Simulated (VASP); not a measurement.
```
CELL_PARAMETERS angstrom
      4.67092     0.00000     0.00000
      0.00000     4.67092     0.00000
      0.00000     0.00000     4.67092
ATOMIC_POSITIONS crystal
  Cs 0.00000 0.00000 0.00000
  I  0.50000 0.50000 0.50000
```

These are PBE GGA, VASP's PBE PAW potentials (set 64) (plane waves; VASP) values and carry that method's errors. Numerical set-up: 520 eV cut-off, 7×7×7 Γ-centred mesh, tetrahedra with Blöchl corrections, potentials Cs_sv I.

Unless said otherwise, spin-orbit coupling is left out, though it shifts the bands of the heavy elements here.

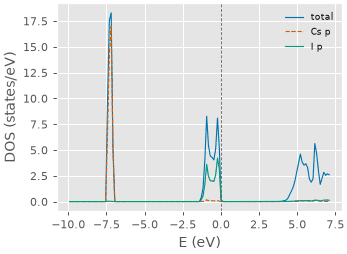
Fig. 1. Total and projected density of states, zero at the valence-band maximum

Within 2 eV below the valence-band maximum the largest weight inside VASP's projection spheres is I p.

It has a band gap.

The compound is CsI in the CsCl type structure. It was relaxed first, which changed the volume by +7 %.
